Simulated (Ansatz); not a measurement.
# Rh: pressure series

The parent structure is Rh in the fcc (Cu type) structure (space group Fm-3m, No. 225; a = 3.830 Å).

Cell and atoms are relaxed at each pressure.

All numbers come from DFT with PBE, PAW potentials and a 420 eV plane-wave cutoff in Ansatz (a first-principles code), scalar-relativistic without spin-orbit coupling, earlier PAW set.

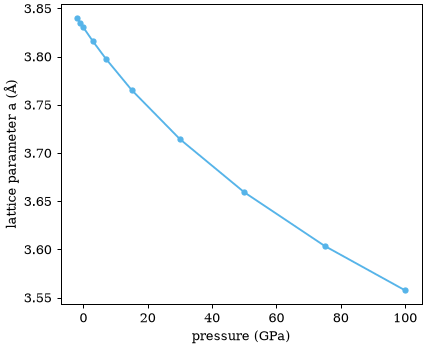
Fig. 1. Lattice parameter a against pressure

```json
[
 {"pressure (GPa)": "-2", "lattice parameter a": "384.0 pm"},
 {"pressure (GPa)": "-1", "lattice parameter a": "383.5 pm"},
 {"pressure (GPa)": "3", "lattice parameter a": "381.6 pm"},
 {"pressure (GPa)": "7", "lattice parameter a": "379.8 pm"},
 {"pressure (GPa)": "15", "lattice parameter a": "376.5 pm"},
 {"pressure (GPa)": "30", "lattice parameter a": "371.4 pm"},
 {"pressure (GPa)": "50", "lattice parameter a": "365.9 pm"},
 {"pressure (GPa)": "75", "lattice parameter a": "360.4 pm"},
 {"pressure (GPa)": "100", "lattice parameter a": "355.8 pm"}
]
```

Load acts through the strain it causes; cell and atoms are relaxed under it. No phonon test of stability was made. Competing high-pressure phases were not computed. The final runs are not spin-polarised.
